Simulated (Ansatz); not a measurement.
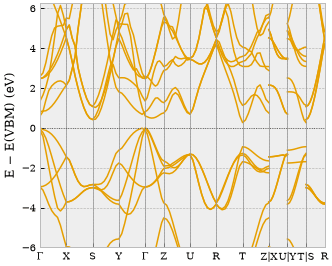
Figure: Band structure from plane-wave PAW PBE (Ansatz code)

Task: Read off the gap and where the band edges lie.

Result: About 0.3 eV (0.27 eV by a search for the band edges); maximum at Γ, minimum at T.

The material is SiGe in space group Pmma (No. 51; Si on 2e, Ge on 2f).

The start of the workflow was typed in or built on a structure type; neither database checked (COD, Materials Project) lists it. Whether it is the stable phase at ambient conditions was not checked. The cell was relaxed with PBE under the symmetry of its start; whether a distortion lowers the energy is not shown. Scalar-relativistic: spin–orbit coupling is off unless named, which matters more the heavier the elements.

Potentials: the earlier of the program's two PAW sets.
